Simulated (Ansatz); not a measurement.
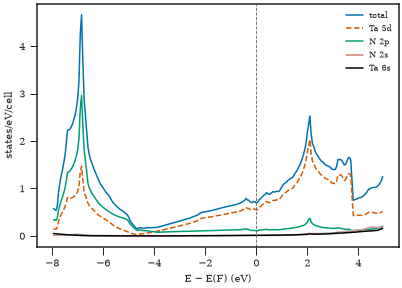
Fig. 1. Total and projected density of states of TaN (rock salt, Fm-3m), the program Ansatz at the LDA level (PAW)

Question: Which orbitals carry the states next to the Fermi level?

Answer: Within 0.5 eV of the Fermi level: Ta 5d 78 %, N 2p 16 %. Projections are on Löwdin-orthogonalised atomic valence shells; empty p or d shells of many metals are not among them.

Question: Where is the tallest occupied peak in this window, and what makes it?

Answer: Near -6.8 eV, about 4.7 states/eV per cell; the largest projected share is N 2p.

This is a known high-temperature phase of the composition, computed here at zero pressure and temperature. The LDA relaxation kept the symmetry of its start; whether a distortion lowers the energy is not shown. No spin polarisation was allowed. Scalar-relativistic: spin–orbit coupling is off unless named, which matters more the heavier the elements.

Potentials: the earlier of the program's two PAW sets. The files were generated under PBE; for other functionals the program regenerates the frozen cores, and for LDA and PBEsol the local potential too.
